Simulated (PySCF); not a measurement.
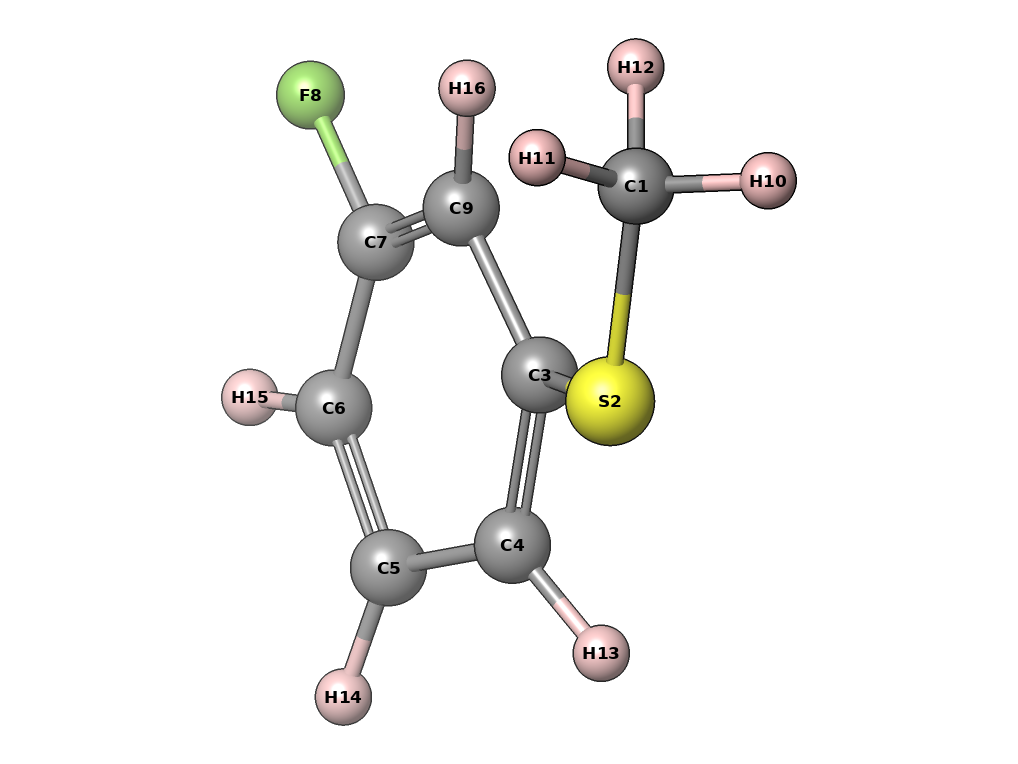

C3 lies behind S2. The molecule seen a little off the S2–C3 bond, S2 in front. Distant atoms are faded towards the background colour. Geometry: a frame of a GFN2-xTB molecular-dynamics simulation, not a minimum.

### What is the torsion angle C1–S2–C3–C4? The sign is positive where the front bond must turn clockwise to cover the back bond.

−178°, antiperiplanar (anti).
